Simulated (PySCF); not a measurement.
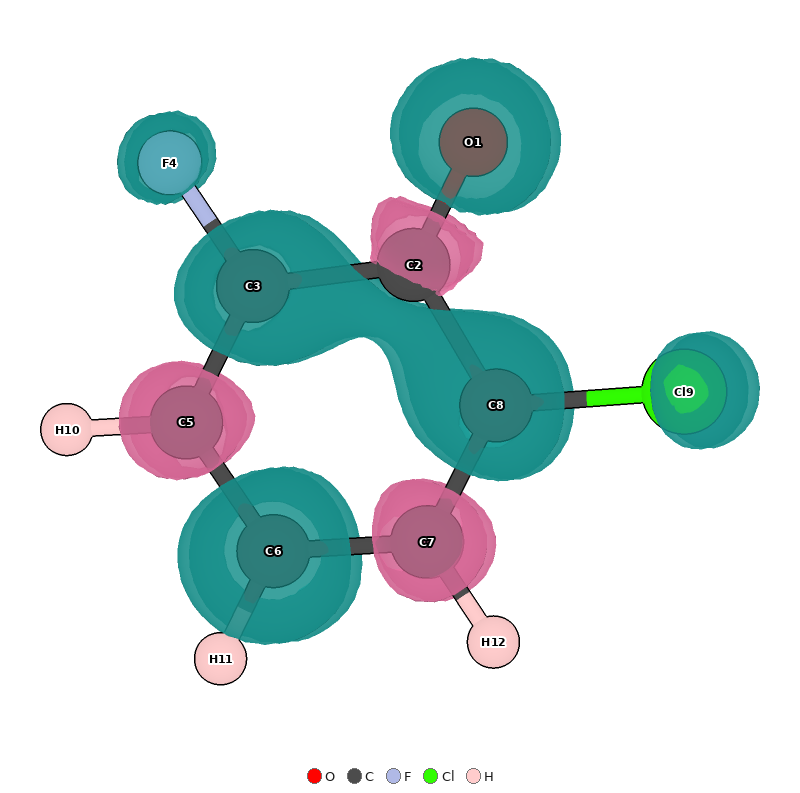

Figure. C6H3ClFO (doublet). Isosurfaces of the spin density (α minus β) at +0.02 (teal) and −0.02 e/Å³ (pink), seen across its widest extent.

Geometry: GFN2-xTB.

Method: UKS B3LYP, pcH-1 on C Cl F H O, non-relativistic, mean-field spin-orbit, GIAO in PySCF.

```yaml
atoms:
  - { symbol: O, position_ang: [2.3535, 1.2172, -0.0024] }
  - { symbol: C, position_ang: [1.2594, 0.6634, -0.0022] }
  - { symbol: C, position_ang: [-0.0115, 1.3836, 0.0186] }
  - { symbol: F, position_ang: [0.0574, 2.7174, 0.0369] }
  - { symbol: C, position_ang: [-1.2304, 0.7681, 0.0196] }
  - { symbol: C, position_ang: [-1.2998, -0.6275, -0.0019] }
  - { symbol: C, position_ang: [-0.1433, -1.3962, -0.0228] }
  - { symbol: C, position_ang: [1.0941, -0.7929, -0.0219] }
  - { symbol: Cl, position_ang: [2.5220, -1.7152, -0.0448] }
  - { symbol: H, position_ang: [-2.1287, 1.3659, 0.0371] }
  - { symbol: H, position_ang: [-2.2633, -1.1115, -0.0029] }
  - { symbol: H, position_ang: [-0.2081, -2.4732, -0.0393] }
```

### Which atoms carry the spin?

The unpaired spin (1 electron) lies mostly on O1 (about 0.3), C6 (about 0.2), C8 (about 0.2) and C3 (about 0.2), in electrons by Hirshfeld's partition.
